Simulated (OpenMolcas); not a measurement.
**Run report: B⁺, multiconfigurational calculation**

- system: B⁺.
- method: state-averaged SS-CASPT2, IPEA shift 0.25, imaginary shift 0.1 hartree, closed shells 1s correlated, active space 2 electrons in the shells 2s 2p, basis ANO-L-VTZP, non-relativistic scalar Hamiltonian, spin-orbit coupling by RASSI with atomic mean-field integrals (OpenMolcas)

### Input file
```
&GATEWAY
Coord
1

B 0.0 0.0 0.0
Basis=ANO-L-VTZP
Group=XYZ
NoMove
AngMom=0.0 0.0 0.0
AMFI
&SEWARD
&RASSCF
FileOrb=start.orb
Symmetry=1
Spin=3
nActEl=2 0 0
Inactive=1 0
Ras2=1 3
CIRoot=3 3 1
SDav=3
CIMx=300
Iter=120 100
PrWF=0.3
OrbListing=Nothing
MaxOrb=0
Atom
>>> COPY $Project.JobIph JOB001
&RASSCF
FileOrb=start.orb
Symmetry=1
Spin=1
nActEl=2 0 0
Inactive=1 0
Ras2=1 3
CIRoot=7 7 1
SDav=7
CIMx=300
Iter=120 100
PrWF=0.3
OrbListing=Nothing
MaxOrb=0
Atom
>>> COPY $Project.JobIph JOB002
&RASSCF
FileOrb=start.orb
Symmetry=2
Spin=3
nActEl=2 0 0
Inactive=1 0
Ras2=1 3
CIRoot=3 3 1
SDav=3
CIMx=300
Iter=120 100
PrWF=0.3
OrbListing=Nothing
MaxOrb=0
Atom
>>> COPY $Project.JobIph JOB003
&RASSCF
FileOrb=start.orb
Symmetry=2
Spin=1
nActEl=2 0 0
Inactive=1 0
Ras2=1 3
CIRoot=3 3 1
SDav=3
CIMx=300
Iter=120 100
PrWF=0.3
OrbListing=Nothing
MaxOrb=0
Atom
>>> COPY $Project.JobIph JOB004
&RASSI
NrOfJobIphs=4 3 7 3 3
1 2 3
1 2 3 4 5 6 7
1 2 3
1 2 3
IphNames
JOB001
JOB002
JOB003
JOB004
EJob
SpinOrbit
DIPRint=1.0
SOCoupling=1000.0
Subsets=2
MEES
Property=10
'ANGMOM' 1 'ANGMOM' 2 'ANGMOM' 3 'MLTPL  1' 1 'MLTPL  1' 2 'MLTPL  1' 3
'AMFI' 1 'AMFI' 2 'AMFI' 3 'MLTPL  2' 6
SOProperty=3
'ANGMOM' 1 'ANGMOM' 2 'ANGMOM' 3
>>> COPY JOB001 $Project.JobIph
&CASPT2
Multistate=3 1 2 3
Frozen=0 0
IPEA=0.25
Imaginary=0.1
MaxIter=60
WThr=0.0 0.3 0.05
PrWF=0.5
NoMix
>>> COPY JOB002 $Project.JobIph
&CASPT2
Multistate=7 1 2 3 4 5 6 7
Frozen=0 0
IPEA=0.25
Imaginary=0.1
MaxIter=60
WThr=0.0 0.3 0.05
PrWF=0.5
NoMix
>>> COPY JOB003 $Project.JobIph
&CASPT2
Multistate=3 1 2 3
Frozen=0 0
IPEA=0.25
Imaginary=0.1
MaxIter=60
WThr=0.0 0.3 0.05
PrWF=0.5
NoMix
>>> COPY JOB004 $Project.JobIph
&CASPT2
Multistate=3 1 2 3
Frozen=0 0
IPEA=0.25
Imaginary=0.1
MaxIter=60
WThr=0.0 0.3 0.05
PrWF=0.5
NoMix
```

The file start.orb holds starting orbitals from an earlier step. A driver script formed the levels outside the program, from RASSI's spin-orbit matrix and the CASPT2 energies (for multi-state variants, the effective Hamiltonian), averaged over the components of each term or state. The log and the time are those of the CASPT2 step.

Run as:
```bash
OMP_NUM_THREADS=1 MOLCAS_MEM=1689 MOLCAS_PROJECT=a pymolcas a.inp > a.log  # once for each step of the input, in one work folder
```

### Log (extracts)
```
--- CASPT2 ---
Orbital specifications:
      -----------------------

      Symmetry species                           1   2
                                                ag  au
      Frozen orbitals                            0   0
      Inactive orbitals                          1   0
      Active orbitals                            1   3
      Secondary orbitals                        12  13
      Deleted orbitals                           0   0
      Number of basis functions                 14  16
Type of calculation                        MS-CASPT2
      Fock operator                              state-specific
      IPEA shift                                 0.25
      Real shift                                 0.00
      Imaginary shift                            0.10
      The input orbitals will be transformed to quasi-canonical
Reference energy:         -23.8319505817
      E2 (Non-variational):      -0.0078936019
      Shift correction:          -0.0000166848
      E2 (Variational):          -0.0079102866
      Total energy:             -23.8398608683
      Residual norm:              0.0000005092
      Reference weight:           0.99689
      Contributions to the CASPT2 correlation energy
      Active & Virtual Only:         -0.0055706466
      One Inactive Excited:          -0.0010326195
      Two Inactive Excited:          -0.0012903357
Reference energy:         -23.8319505817
      E2 (Non-variational):      -0.0078936019
      Shift correction:          -0.0000166848
      E2 (Variational):          -0.0079102866
      Total energy:             -23.8398608683
      Residual norm:              0.0000005092
      Reference weight:           0.99689
      Contributions to the CASPT2 correlation energy
      Active & Virtual Only:         -0.0055706466
      One Inactive Excited:          -0.0010326195
      Two Inactive Excited:          -0.0012903357
::    CASPT2 Root  1     Total energy:    -23.83986087
::    CASPT2 Root  2     Total energy:    -23.83986087
::    CASPT2 Root  3     Total energy:    -23.83986087
::    MS-CASPT2 Root  1     Total energy:    -23.83986087
::    MS-CASPT2 Root  2     Total energy:    -23.83986087
::    MS-CASPT2 Root  3     Total energy:    -23.83986087
--- CASPT2 ---
Orbital specifications:
      -----------------------

      Symmetry species                           1   2
                                                ag  au
      Frozen orbitals                            0   0
      Inactive orbitals                          1   0
      Active orbitals                            1   3
      Secondary orbitals                        12  13
      Deleted orbitals                           0   0
      Number of basis functions                 14  16
Type of calculation                        MS-CASPT2
      Fock operator                              state-specific
      IPEA shift                                 0.25
      Real shift                                 0.00
      Imaginary shift                            0.10
      The input orbitals will be transformed to quasi-canonical
Reference energy:         -24.2919167293
      E2 (Non-variational):      -0.0056743691
      Shift correction:          -0.0000152196
      E2 (Variational):          -0.0056895886
      Total energy:             -24.2976063179
      Residual norm:              0.0000000819
      Reference weight:           0.99751
      Contributions to the CASPT2 correlation energy
      Active & Virtual Only:         -0.0042924403
      One Inactive Excited:          -0.0007090613
      Two Inactive Excited:          -0.0006728675
Reference energy:         -23.7761264569
      E2 (Non-variational):      -0.0364403991
      Shift correction:          -0.0003845074
      E2 (Variational):          -0.0368249065
      Total energy:             -23.8129513634
      Residual norm:              0.0000000631
      Reference weight:           0.96771
      Contributions to the CASPT2 correlation energy
      Active & Virtual Only:         -0.0344428985
      One Inactive Excited:          -0.0007130625
      Two Inactive Excited:          -0.0012844381
::    CASPT2 Root  1     Total energy:    -24.29760632
::    CASPT2 Root  2     Total energy:    -23.81295136
::    CASPT2 Root  3     Total energy:    -23.81322750
::    CASPT2 Root  4     Total energy:    -23.81218266
::    CASPT2 Root  5     Total energy:    -23.81322425
::    CASPT2 Root  6     Total energy:    -23.81322893
::    CASPT2 Root  7     Total energy:    -23.68792130
::    MS-CASPT2 Root  1     Total energy:    -24.29772796
::    MS-CASPT2 Root  2     Total energy:    -23.81323150
::    MS-CASPT2 Root  3     Total energy:    -23.81322512
::    MS-CASPT2 Root  4     Total energy:    -23.81322406
::    MS-CASPT2 Root  5     Total energy:    -23.81295136
::    MS-CASPT2 Root  6     Total energy:    -23.81218266
::    MS-CASPT2 Root  7     Total energy:    -23.68779966
--- CASPT2 ---
Orbital specifications:
      -----------------------

      Symmetry species                           1   2
                                                ag  au
      Frozen orbitals                            0   0
      Inactive orbitals                          1   0
      Active orbitals                            1   3
      Secondary orbitals                        12  13
      Deleted orbitals                           0   0
      Number of basis functions                 14  16
Type of calculation                        MS-CASPT2
      Fock operator                              state-specific
      IPEA shift                                 0.25
      Real shift                                 0.00
      Imaginary shift                            0.10
      The input orbitals will be transformed to quasi-canonical
Reference energy:         -24.1189542132
      E2 (Non-variational):      -0.0066521196
      Shift correction:          -0.0000255728
      E2 (Variational):          -0.0066776924
      Total energy:             -24.1256319056
      Residual norm:              0.0000006898
      Reference weight:           0.99644
      Contributions to the CASPT2 correlation energy
      Active & Virtual Only:         -0.0051284249
      One Inactive Excited:          -0.0006440434
      Two Inactive Excited:          -0.0008796514
Reference energy:         -24.1189542132
      E2 (Non-variational):      -0.0066521196
      Shift correction:          -0.0000255728
      E2 (Variational):          -0.0066776924
      Total energy:             -24.1256319056
      Residual norm:              0.0000006898
      Reference weight:           0.99644
      Contributions to the CASPT2 correlation energy
      Active & Virtual Only:         -0.0051284249
      One Inactive Excited:          -0.0006440434
      Two Inactive Excited:          -0.0008796514
::    CASPT2 Root  1     Total energy:    -24.12563191
::    CASPT2 Root  2     Total energy:    -24.12563191
::    CASPT2 Root  3     Total energy:    -24.12563191
::    MS-CASPT2 Root  1     Total energy:    -24.12563191
::    MS-CASPT2 Root  2     Total energy:    -24.12563191
::    MS-CASPT2 Root  3     Total energy:    -24.12563191
--- CASPT2 ---
Orbital specifications:
      -----------------------

      Symmetry species                           1   2
                                                ag  au
      Frozen orbitals                            0   0
      Inactive orbitals                          1   0
      Active orbitals                            1   3
      Secondary orbitals                        12  13
      Deleted orbitals                           0   0
      Number of basis functions                 14  16
Type of calculation                        MS-CASPT2
      Fock operator                              state-specific
      IPEA shift                                 0.25
      Real shift                                 0.00
      Imaginary shift                            0.10
      The input orbitals will be transformed to quasi-canonical
Reference energy:         -23.9101284050
      E2 (Non-variational):      -0.0365759134
      Shift correction:          -0.0001681250
      E2 (Variational):          -0.0367440384
      Total energy:             -23.9468724434
      Residual norm:              0.0000001356
      Reference weight:           0.97739
      Contributions to the CASPT2 correlation energy
      Active & Virtual Only:         -0.0346353813
      One Inactive Excited:          -0.0010301125
      Two Inactive Excited:          -0.0009104196
Reference energy:         -23.9101284050
      E2 (Non-variational):      -0.0365759134
      Shift correction:          -0.0001681250
      E2 (Variational):          -0.0367440384
      Total energy:             -23.9468724434
      Residual norm:              0.0000001356
      Reference weight:           0.97739
      Contributions to the CASPT2 correlation energy
      Active & Virtual Only:         -0.0346353813
      One Inactive Excited:          -0.0010301125
      Two Inactive Excited:          -0.0009104196
::    CASPT2 Root  1     Total energy:    -23.94687244
::    CASPT2 Root  2     Total energy:    -23.94687244
::    CASPT2 Root  3     Total energy:    -23.94687244
::    MS-CASPT2 Root  1     Total energy:    -23.94687244
::    MS-CASPT2 Root  2     Total energy:    -23.94687244
::    MS-CASPT2 Root  3     Total energy:    -23.94687244
```

### Spin-orbit levels, grouped by J and assigned

| Configuration | Level | E (cm⁻¹) | LS purity (%) | Landé g |
| --- | --- | --- | --- | --- |
| 2s² | ¹S₀ | 0 | 100 | – |
| 2s 2p | ³P°₀ | 37,730 | 100 | – |
| 2s 2p | ³P°₁ | 37,740 | 100 | 1.501 |
| 2s 2p | ³P°₂ | 37,750 | 100 | 1.501 |
| 2s 2p | ¹P°₁ | 76,980 | 100 | 1.000 |
| 2p² | ³P₀ | 100,500 | 100 | – |
| 2p² | ³P₁ | 100,500 | 100 | 1.501 |
| 2p² | ³P₂ | 100,500 | 100 | 1.501 |
| 2p² | ¹D₂ | 106,400 | 100 | 1.000 |
| 2p² | ¹S₀ | 133,800 | 100 | – |

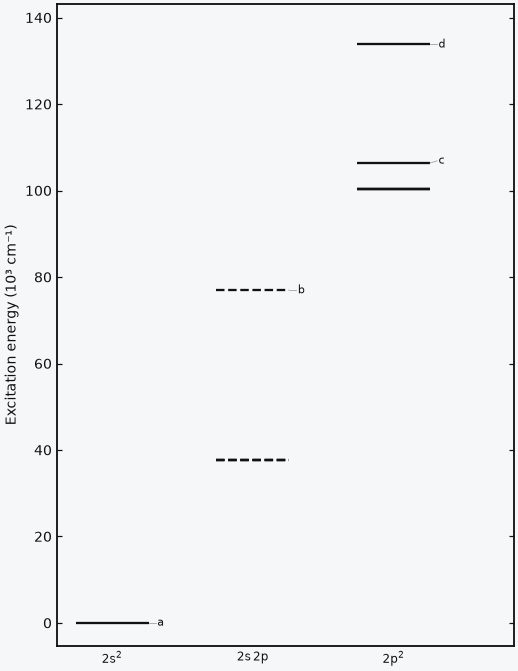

**Figure 1.** The lowest computed levels of B⁺, 4 of them lettered. a: 2s² ¹S₀ at 0; b: 2s 2p ¹P°₁ at 77,000 cm⁻¹; c: 2p² ¹D₂ at 106,000 cm⁻¹; d: 2p² ¹S₀ at 134,000 cm⁻¹.

### Summary

| quantity | value |
| --- | --- |
| outcome | converged; degenerate states are split by up to 230 cm⁻¹ |
| lowest level | 2s² ¹S₀ |
| first excited level | 2s 2p ³P°₀, 37,731 cm⁻¹ (measured: 37,336) |
| energy of the lowest spin-free term | −24.29761 hartree |
| energy of the lowest spin-orbit level | −24.29761 hartree |
| CASPT2 correlation energy | −0.0057 hartree |
| largest spread among components of a term | 229.6 cm⁻¹ |
| lowest reference weight | 0.961 |
| hardware | 1 CPU thread, shared host |
| wall time | 1.4 s |

### Remarks

The components of ¹D, which symmetry makes degenerate, are split by 230 cm⁻¹ in CASPT2. This is an artefact; the levels of such states rest on averages and are uncertain by about as much. The run is of multi-state type; this report uses its single-state energies. To bear in mind: only configurations of the active space are included.
